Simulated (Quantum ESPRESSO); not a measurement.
# Voltage at the next charge: Ru(0001), 4 layers, one monolayer of F on fcc sites against an electrode

How the rows were computed: Quantum ESPRESSO 7.5, PBE, GBRV ultrasoft; ESM with bc3, a metal electrode 4.87 Å above the top atoms; cell area 6.313 Å²; ions fixed. V is the potential energy of an electron at the electrode over the slab's Fermi level, divided by e, so that it equals the work function at zero charge; positive charge removes electrons.

| charge (e a cell) | V (V) |
| --- | --- |
| 0 | 7.573 |
| 0.0095 | 8.806 |
| 0.0189 | 10.029 |

One more run was made and is withheld. What is V at a charge of 0.0379 e, and what capacitance do the rows imply?

By hand: The last two rows give dV/dq = (10.029 − 8.806)/(0.0189 − 0.0095) = 130.1 V/e, so C = 1602/(6.313 × 130.1) = 1.95 µF/cm², an effective gap of 8.854/1.95 = 4.54 Å. At constant C, V = 10.029 + 130.1 × 0.019 = 12.50 V.

**Check.** V = 12.509 V; the estimate misses by −0.01 V, 0.3 % of the step. Over the three intervals C goes 1.95, 1.95 and 1.94 µF/cm².

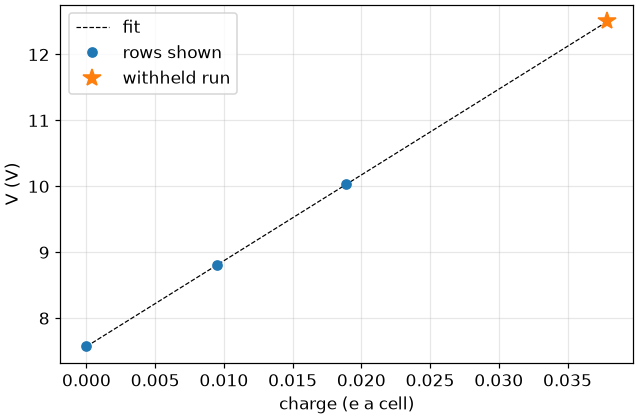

The rows shown, the fit and the withheld run.

**Limits.** Vacuum fills the gap; a dielectric or electrolyte would change C. The slab is thin.
